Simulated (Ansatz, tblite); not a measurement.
**GeH3(NHiPr) (C3H11GeN): rung by rung**

How do method and basis change the picture of GeH3(NHiPr) (C3H11GeN) (singlet)?

The runs use Ansatz 0.2.0, Gaussian basis; as each input shows.

Plan: GFN1-xTB, GFN2-xTB, PBE-D4/def2-TZVP, r2SCAN-D4/def2-TZVP, B2PLYP/def2-TZVP, B3LYP-D4/def2-TZVP, PBE-QIDH/def2-TZVP, PBE-D4/def2-SVP, PBE0-D4/def2-SVP, CCSD(T)/def2-SVP, MP2/def2-TZVP.

2 further runs of the same task are left out: 2 set aside as unsound or not needed. Runs told in other sessions of the task aren't counted.

**1. The geometry**

The singlet was relaxed beforehand with PBE-D4/def2-SVP.

16 atoms, charge 0, spin multiplicity 1.

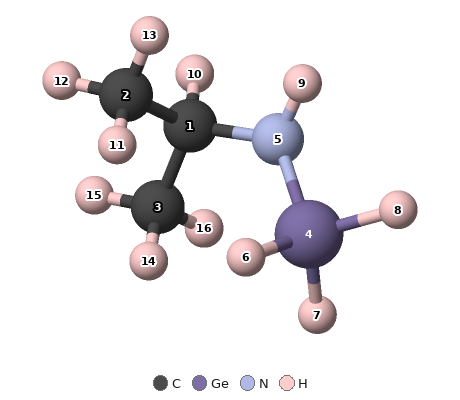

The geometry (carbon dark grey, germanium purple, nitrogen light blue, hydrogen pink); atoms are numbered from 1 in the order of the file.

PBE0-D4/def2-TZVP was run before; its log isn't repeated, and its numbers join the tables.

**2. GFN1-xTB**

Tight binding, by tblite at 300 K electronic temperature and without a spin-polarisation term:

```python
tblite.interface.Calculator('GFN1-xTB', numbers, positions, charge=0, uhf=0).singlepoint()
```

Energy -466.4286 eV, HOMO -10.96 eV, LUMO -5.99 eV; 0.007 s.

**3. GFN2-xTB**

Tight binding, by tblite at 300 K electronic temperature and without a spin-polarisation term:

```python
tblite.interface.Calculator('GFN2-xTB', numbers, positions, charge=0, uhf=0).singlepoint()
```

Energy -459.1739 eV, HOMO -9.95 eV, LUMO -3.30 eV; 0.004 s.

**4. PBE-D4/def2-TZVP**

start.molden holds the orbitals of an earlier run on this state, given as this run's starting guess.

in.yaml reads:

```yaml
crystal:
  periodic: [false, false, false]
  atoms:
    - {symbol: C, position_ang: [-0.429033, -0.685309, -0.422311]}
    - {symbol: C, position_ang: [0.213502, -1.618067, 0.618388]}
    - {symbol: C, position_ang: [0.583905, -0.250621, -1.483988]}
    - {symbol: Ge, position_ang: [-0.150657, 1.952424, 0.823176]}
    - {symbol: N, position_ang: [-1.087627, 0.486869, 0.165278]}
    - {symbol: H, position_ang: [1.069165, 1.615392, 1.742994]}
    - {symbol: H, position_ang: [0.362961, 2.809019, -0.363242]}
    - {symbol: H, position_ang: [-1.202716, 2.743219, 1.642589]}
    - {symbol: H, position_ang: [-1.827786, 0.206323, 0.817905]}
    - {symbol: H, position_ang: [-1.224663, -1.266065, -0.947036]}
    - {symbol: H, position_ang: [1.038466, -1.103414, 1.155047]}
    - {symbol: H, position_ang: [0.631821, -2.531459, 0.145842]}
    - {symbol: H, position_ang: [-0.531057, -1.941450, 1.374997]}
    - {symbol: H, position_ang: [1.436014, 0.298745, -1.027159]}
    - {symbol: H, position_ang: [1.007287, -1.129498, -2.009127]}
    - {symbol: H, position_ang: [0.110409, 0.413902, -2.233362]}
basis:
  gaussian: {orbitals: def2-TZVP, initial_orbitals: start.molden}
hamiltonian: {xc: pbe, dispersion: d4}
scf: {omitted_lower_state_checks: [starts]}
output: {forces: true, orbitals: {seedname: orbitals}}
```

The run is started by

```bash
$ ansatz run in.yaml --threads 4 --pin off --events-out ev --progress --plain --max-ram 4787MiB
```

The runs that follow: r2SCAN-D4/def2-TZVP; B2PLYP/def2-TZVP; B3LYP-D4/def2-TZVP; PBE-QIDH/def2-TZVP; PBE-D4/def2-SVP; PBE0-D4/def2-SVP; CCSD(T)/def2-SVP; MP2/def2-TZVP.

Before running them: what should the planned runs give, taken together? Wanted: gap in def2-TZVP, named functionals, smallest and largest; correlation energy, CCSD(T)/def2-SVP; correlation energy, MP2/def2-TZVP; binding an atom, CCSD(T)/def2-SVP; PBE0 total energy, smallest basis above largest.

The runs gave:

```
                                                 quantity                                value
gap in def2-TZVP, named functionals, smallest and largest  5.00 eV (PBE-D4), 7.17 eV (PBE0-D4)
                     correlation energy, CCSD(T)/def2-SVP                            -25.45 eV
                        correlation energy, MP2/def2-TZVP                            -26.72 eV
                        binding an atom, CCSD(T)/def2-SVP                             3.509 eV
          PBE0 total energy, smallest basis above largest       12.24 eV (def2-SVP, def2-TZVP)
```

What this shows: Orbital gaps of the named functionals in def2-TZVP span 5.00 eV (PBE-D4) to 7.17 eV (PBE0-D4); exact exchange widens it. The functionals in def2-TZVP miss CCSD(T)/def2-SVP by +0.156 (r2SCAN-D4) to +0.206 eV (PBE-D4) an atom. The yardstick is in a double-zeta basis, so levels in larger sets aren't compared like for like. CCSD(T)/def2-SVP isn't at the basis-set limit; small misses against it rank nothing.
